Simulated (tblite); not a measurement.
# H12NP15: the cost of one run

Computed with tblite 0.8.0 and PySCF 2.14.0 and routines of our own; the level stands in each step. Atoms count from 0.

## 1. The starting structure

28 atoms, charge 0, multiplicity 1; geometry from: force field, distance geometry or constructed start.

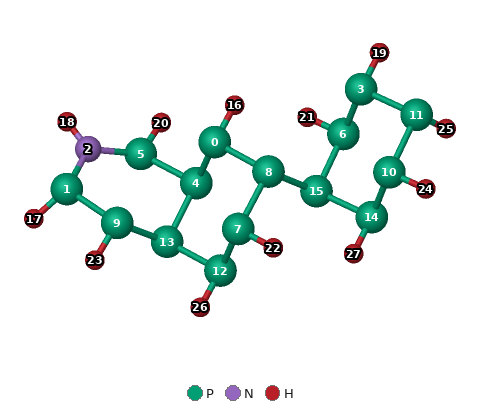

The starting geometry (phosphorus teal, nitrogen purple, hydrogen red).

## 2. Geometry optimisation with GFN2-xTB

What the job is given:

```
{"job": {"kind": "relax", "xc": "GFN2-xTB", "basis": "xTB"}, "charge": 0, "multiplicity": 1}
P     -1.063000    -0.872600    -0.523700
P     -1.372800    -0.761400    -5.287100
N     -2.851200    -0.293000    -4.326900
P     -1.087800    -0.835000     4.237700
P     -1.182600     0.986800    -1.573600
P     -2.852700     0.879400    -2.920700
P     -1.062500     1.018700     3.176200
P      2.239900    -0.768600    -0.642600
P      0.636800    -0.829100     0.773300
P      0.432500    -0.707600    -4.130200
P      2.224400    -0.848700     4.303000
P      0.542200    -0.853200     5.628300
P      2.142100     1.096600    -1.679800
P      0.440800     1.090100    -2.974200
P      2.248300     1.013800     3.240600
P      0.616900     1.019800     1.862100
H     -2.094600    -0.900300     0.399900
H     -1.052400    -0.338700    -6.553700
H     -3.755600    -0.757200    -4.659900
H     -2.158700    -0.820100     5.112500
H     -3.893400     1.149600    -2.051300
H     -2.105500     1.005600     2.274600
H      3.331200    -0.732900     0.206500
H      1.371200    -0.575800    -5.134400
H      3.268800    -0.831600     5.210900
H      0.529700     0.368300     6.274800
H      3.170900     1.123000    -2.609500
H      3.324400     0.990900     2.375800
```

Started as:

```
$ OMP_NUM_THREADS=1 python large_run.py task.json out
```

This one command runs all jobs of the session in turn.

**Question.** How long does this first job take on 1 thread of Arm Neoverse V2, shared host, and how much memory does it need?

About 3.3 s, with a peak of 0.16 GiB.
